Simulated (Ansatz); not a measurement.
Input

```
crystal:
  periodic: [false, false, false]
  atoms:
    - {symbol: Al, position_ang: [-0.302663, -0.634926, 0.566777]}
    - {symbol: N, position_ang: [-0.607896, 1.122269, 0.124555]}
    - {symbol: H, position_ang: [-1.475170, -1.665359, 0.274961]}
    - {symbol: H, position_ang: [0.778269, -0.870035, 1.718751]}
    - {symbol: H, position_ang: [0.683721, 0.275877, -1.162595]}
    - {symbol: O, position_ang: [0.865433, -0.691722, -1.072464]}
    - {symbol: H, position_ang: [-0.241947, 1.865474, 0.702467]}
    - {symbol: H, position_ang: [-1.508376, 1.416192, -0.226143]}
    - {symbol: H, position_ang: [1.808630, -0.817870, -0.926307]}
basis:
  gaussian: {orbitals: def2-TZVPP}
hamiltonian: {xc: pbe0, dispersion: d4}
output: {orbitals: {seedname: orbitals}}
```

Launched as:

```sh
ansatz run in.yaml --threads 2 --pin off --events-out ev --progress --plain --max-ram 4352MiB
```

The reactant side of a reaction path; geometry: PBE0-D4/def2-TZVP.

The calculation used Ansatz, RKS PBE0-D4/def2-TZVPP.

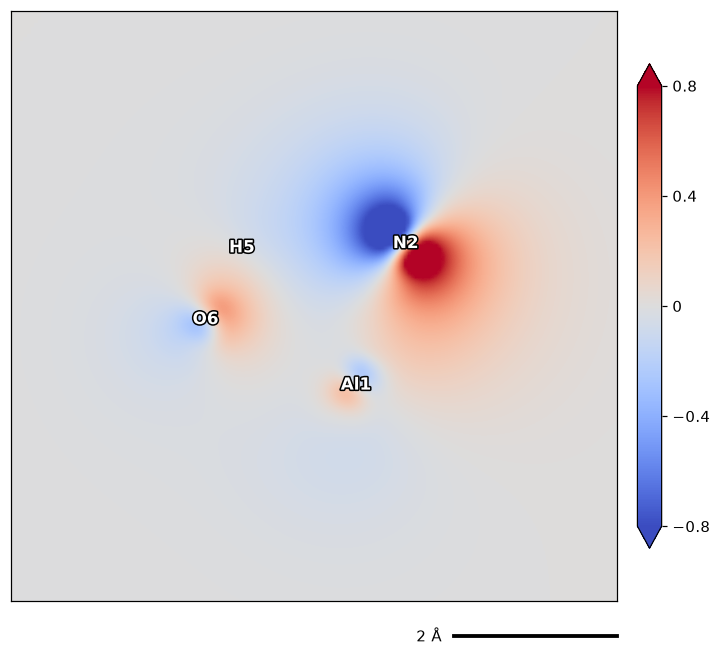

AlH$_{6}$NO. The HOMO on the plane of atoms N2, Al1 and O6 (values in Å⁻³ᐟ²; the overall sign is arbitrary).

Q: Describe this orbital and give its energy.

A: It lies mainly on N2 (about 65 %); largely a lone pair of N2. Its energy is −7.23 eV.
